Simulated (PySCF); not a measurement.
# P4: NMR shifts at several levels of theory, part 2 of 2

PySCF 2.14.0. Atoms count from 0.

## (12) Nuclear shieldings: PBE0/6-311+G(2d,p)

The job: settings as JSON, then the geometry in Å.

```
{"job": {"kind": "nmr", "xc": "PBE0", "basis": "6-311+G(2d,p)", "pop": true}, "charge": 0, "multiplicity": 1}
P      1.207559    -0.275923    -0.493807
P     -0.418932     1.205716    -0.501628
P     -0.888346    -0.943837    -0.436907
P      0.000777     0.042107     1.317985
```

Method: GIAO PBE0/6-311+G(2d,p) NMR shielding, non-relativistic, gas phase.

The log of the run:

```text
coarse grid: 6496 points
cycle   1  E = -1364.9864211655  dE =  6.217e-01  |g| = 2.835e-01  |ddm| = 2.679e+00
cycle   2  E = -1364.9891616115  dE = -2.740e-03  |g| = 1.171e-01  |ddm| = 3.466e-01
cycle   3  E = -1364.9905270855  dE = -1.365e-03  |g| = 4.268e-02  |ddm| = 1.302e-01
cycle   4  E = -1364.9910564692  dE = -5.294e-04  |g| = 5.714e-03  |ddm| = 5.868e-02
cycle   5  E = -1364.9910647392  dE = -8.270e-06  |g| = 5.898e-04  |ddm| = 6.884e-03
final grid: 47704 points
cycle   6  E = -1364.9973402039  dE = -1.703e-05  |g| = 3.319e-03  |ddm| = 2.280e-02
cycle   7  E = -1364.9973393397  dE =  8.643e-07  |g| = 3.107e-03  |ddm| = 7.477e-03
cycle   8  E = -1364.9973412717  dE = -1.932e-06  |g| = 1.331e-03  |ddm| = 6.485e-03
cycle   9  E = -1364.9973418303  dE = -5.587e-07  |g| = 2.473e-04  |ddm| = 2.630e-03
cycle  10  E = -1364.9973418490  dE = -1.865e-08  |g| = 4.120e-05  |ddm| = 4.272e-04
cycle  11  E = -1364.9973418495  dE = -5.425e-10  |g| = 3.150e-06  |ddm| = 6.179e-05
converged SCF energy = -1364.9973418495

GIAO shielding tensors (ppm)
atom      isotropic    diamagn.    paramagn.     s11        s22        s33       span
  0 P      873.326     969.410     -96.083    564.607   1027.333   1028.040    463.433
  1 P      873.745     969.397     -95.652    564.667   1028.130   1028.439    463.771
  2 P      874.009     969.394     -95.385    564.707   1028.609   1028.712    464.005
  3 P      873.373     969.412     -96.039    564.614   1027.374   1028.132    463.518
```

It took 6.4 s on 1 thread, shared host.

Key values: δ P0 -576.6 ppm (means over like atoms).

## (13) Nuclear shieldings: PBE0/def2-SVP

The job: settings as JSON, then the geometry in Å.

```
{"job": {"kind": "nmr", "xc": "PBE0", "basis": "def2-SVP", "pop": true}, "charge": 0, "multiplicity": 1}
P      1.207559    -0.275923    -0.493807
P     -0.418932     1.205716    -0.501628
P     -0.888346    -0.943837    -0.436907
P      0.000777     0.042107     1.317985
```

With the program's defaults for keys left out, this is: GIAO PBE0/def2-SVP NMR shielding, non-relativistic, gas phase.

The log of the run:

```text
coarse grid: 6496 points
cycle   1  E = -1364.3795254318  dE =  6.285e-01  |g| = 6.406e-02  |ddm| = 2.609e+00
cycle   2  E = -1364.3806954995  dE = -1.170e-03  |g| = 1.238e-02  |ddm| = 1.525e-01
cycle   3  E = -1364.3807278479  dE = -3.235e-05  |g| = 6.581e-03  |ddm| = 3.624e-02
cycle   4  E = -1364.3807413976  dE = -1.355e-05  |g| = 2.005e-03  |ddm| = 9.935e-03
cycle   5  E = -1364.3807426739  dE = -1.276e-06  |g| = 5.934e-04  |ddm| = 3.283e-03
final grid: 47704 points
cycle   6  E = -1364.5262485110  dE = -8.219e-06  |g| = 2.372e-03  |ddm| = 2.500e-02
cycle   7  E = -1364.5262468759  dE =  1.635e-06  |g| = 3.145e-03  |ddm| = 7.864e-03
cycle   8  E = -1364.5262502525  dE = -3.377e-06  |g| = 7.142e-04  |ddm| = 5.057e-03
cycle   9  E = -1364.5262504362  dE = -1.837e-07  |g| = 1.264e-04  |ddm| = 1.200e-03
cycle  10  E = -1364.5262504418  dE = -5.623e-09  |g| = 5.296e-06  |ddm| = 1.723e-04
cycle  11  E = -1364.5262504419  dE = -1.319e-11  |g| = 7.045e-07  |ddm| = 1.690e-05
converged SCF energy = -1364.5262504419

GIAO shielding tensors (ppm)
atom      isotropic    diamagn.    paramagn.     s11        s22        s33       span
  0 P      877.026     965.093     -88.067    604.559   1012.936   1013.582    409.023
  1 P      877.405     965.100     -87.695    604.622   1013.646   1013.946    409.323
  2 P      877.643     965.096     -87.453    604.662   1014.081   1014.185    409.523
  3 P      877.067     965.088     -88.021    604.565   1012.972   1013.665    409.100
```

It took 2.7 s on 1 thread, shared host.

In short: δ P0 -491.4 ppm (means over like atoms).

## (14) NMR shieldings: PBE0/def2-TZVP

The job: settings as JSON, then the geometry in Å.

```
{"job": {"kind": "nmr", "xc": "PBE0", "basis": "def2-TZVP", "pop": true}, "charge": 0, "multiplicity": 1}
P      1.207559    -0.275923    -0.493807
P     -0.418932     1.205716    -0.501628
P     -0.888346    -0.943837    -0.436907
P      0.000777     0.042107     1.317985
```

Level: GIAO PBE0/def2-TZVP NMR shielding, non-relativistic, gas phase.

The log of the run:

```text
coarse grid: 6496 points
cycle   1  E = -1365.0032318676  dE =  6.456e-01  |g| = 2.203e-01  |ddm| = 2.236e+00
cycle   2  E = -1365.0037585005  dE = -5.266e-04  |g| = 1.474e-01  |ddm| = 2.869e-01
cycle   3  E = -1365.0083283550  dE = -4.570e-03  |g| = 5.678e-02  |ddm| = 1.500e-01
cycle   4  E = -1365.0091750519  dE = -8.467e-04  |g| = 2.565e-03  |ddm| = 5.076e-02
cycle   5  E = -1365.0091773361  dE = -2.284e-06  |g| = 6.254e-04  |ddm| = 4.379e-03
final grid: 47704 points
cycle   6  E = -1365.0086464381  dE = -1.555e-05  |g| = 3.744e-03  |ddm| = 1.855e-02
cycle   7  E = -1365.0086452497  dE =  1.188e-06  |g| = 3.335e-03  |ddm| = 5.313e-03
cycle   8  E = -1365.0086472153  dE = -1.966e-06  |g| = 1.697e-03  |ddm| = 4.118e-03
cycle   9  E = -1365.0086481536  dE = -9.383e-07  |g| = 2.386e-04  |ddm| = 1.588e-03
cycle  10  E = -1365.0086481707  dE = -1.703e-08  |g| = 3.279e-05  |ddm| = 2.212e-04
cycle  11  E = -1365.0086481710  dE = -3.270e-10  |g| = 1.969e-06  |ddm| = 4.381e-05
converged SCF energy = -1365.0086481710

GIAO shielding tensors (ppm)
atom      isotropic    diamagn.    paramagn.     s11        s22        s33       span
  0 P      866.662     963.760     -97.098    556.817   1021.230   1021.940    465.123
  1 P      867.083     963.745     -96.662    556.881   1022.028   1022.341    465.460
  2 P      867.348     963.746     -96.398    556.922   1022.509   1022.613    465.691
  3 P      866.709     963.765     -97.057    556.823   1021.271   1022.032    465.209
```

Wall time 7.5 s (1 thread, shared host).

This run: δ P0 -586.0 ppm (means over like atoms).

## (15) Comparing the runs: NMR shifts

Shifts (ppm), means over like atoms, with basis size and wall time (the measured row can stand on another reference than the computed rows):

```csv
run,P0,functions,time
WP04/pcSseg-2,-517.5,172,8.1 s
B97-2/pcSseg-2,-563.6,172,8.1 s
BHandHLYP/pcSseg-2,-577.2,172,8.1 s
CAM-B3LYP/pcSseg-2,-584.5,172,12 s
wB97X-D/pcSseg-2,-576.7,172,12 s
LC-wPBE/pcSseg-2,-596.4,172,15 s
PBE0/STO-3G,-160.4,36,1.3 s
PBE0/6-31G,-483.6,52,2.5 s
PBE0/6-31G*,-494.0,72,3.4 s
"PBE0/6-311+G(2d,p)",-576.6,140,6.4 s
PBE0/def2-SVP,-491.4,72,2.7 s
PBE0/def2-TZVP,-586.0,148,7.5 s
measured,-552.0,–,–
```

Measured: gas; B. Maryasin, H. Zipse, Phys. Chem. Chem. Phys. 13 (2011) 5150.

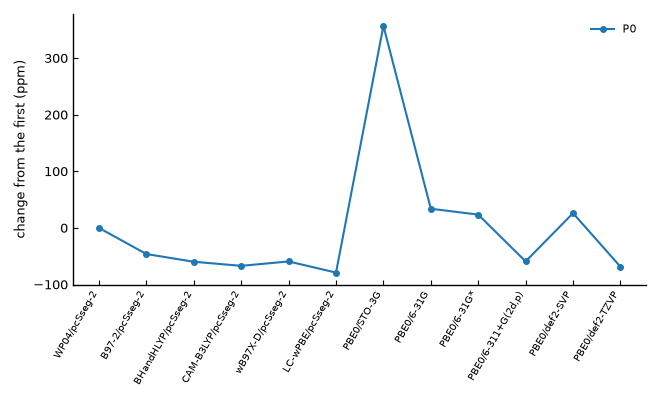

How the tabulated atoms move from run to run.

## (16) Summary of results

This closing draws on all 2 parts.

```
                                                                 quantity                                             value
                                                              point group                                                Td
                                     rotational constants (main isotopes)                              3.37, 3.37, 3.37 GHz
31P shifts against H3PO4 (WP04/pcSseg-2, means over atoms taken as alike)                                        -517.5 ppm
                                 measured, and computed on the same scale                           P0 δ -552.0, -517.5 ppm
                                                 range of the shift of P0                              -596.4 to -160.4 ppm
                                            property runs in this session  12, of which 0 failed and 1 gave unsound results
```

Single values in the summary come from the first run of each kind that ended normally (WP04/pcSseg-2), which need not be the best level. Over 8 steps the energy fell by 0.011 eV; of the close pairs, P1–P2 changed most, 2.185 to 2.201 Å. No frequency check was run at this level, so the end point may be a saddle. The one measured 31P shift is missed by +34.5 ppm (computed less measured, unscaled). Vibration and temperature are missing from the calculation, so part of the miss against the measured shifts is not the functional's. The shift of P0 (with its like atoms) runs from -596.4 (LC-wPBE/pcSseg-2) to -160.4 ppm (PBE0/STO-3G). A minimal basis is unusable for shieldings, so that end is no result. Most of that comes from the computed reference, not from the atom's own shielding.
